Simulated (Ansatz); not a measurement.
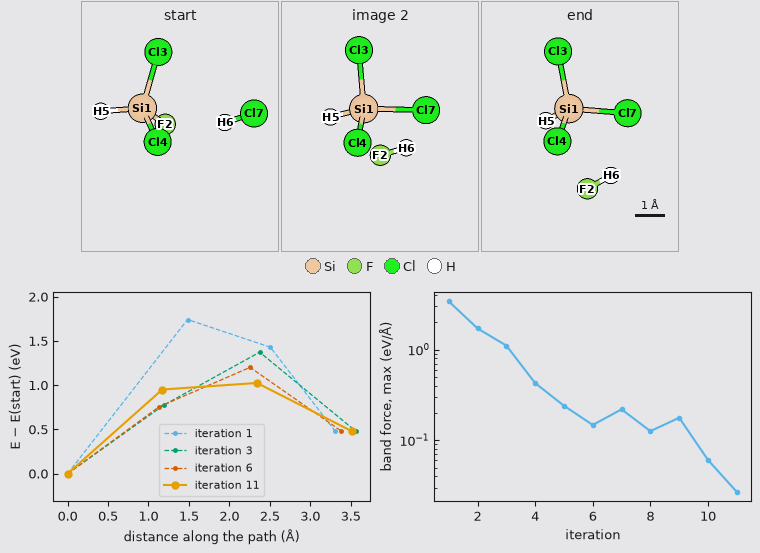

A nudged-elastic-band calculation for SiH2Cl3F. Images are numbered from 0 (start) to 3 (end). The plot follows the band through its iterations. Style: ball-and-stick. Shown at a tilt.

All numbers below come from RKS B3LYP-D4/def2-SVP in Ansatz. Settings: 2 movable images; no climbing image; force threshold 0.03 eV/Å; iteration limit 60; starting path through a guess of the saddle point.

**Did the band converge, and can the barrier be trusted?**

The run is converged, with reservations. The band converged in 11 iterations. The largest component of the band force went from 3.4 to 0.027 eV/Å. No image climbed, so the highest image needn't lie on the saddle point, and the true maximum along this path can be higher. So few images resolve the path coarsely. The first iteration put the highest image at 1.74 eV. The highest point, image 2, lies 1.03 eV above the start and 0.54 eV above the end; the end is at +0.48 eV relative to the start.

The run took 59 s on 2 threads of Arm Neoverse V1 (shared host), peak memory 0.21 GiB.
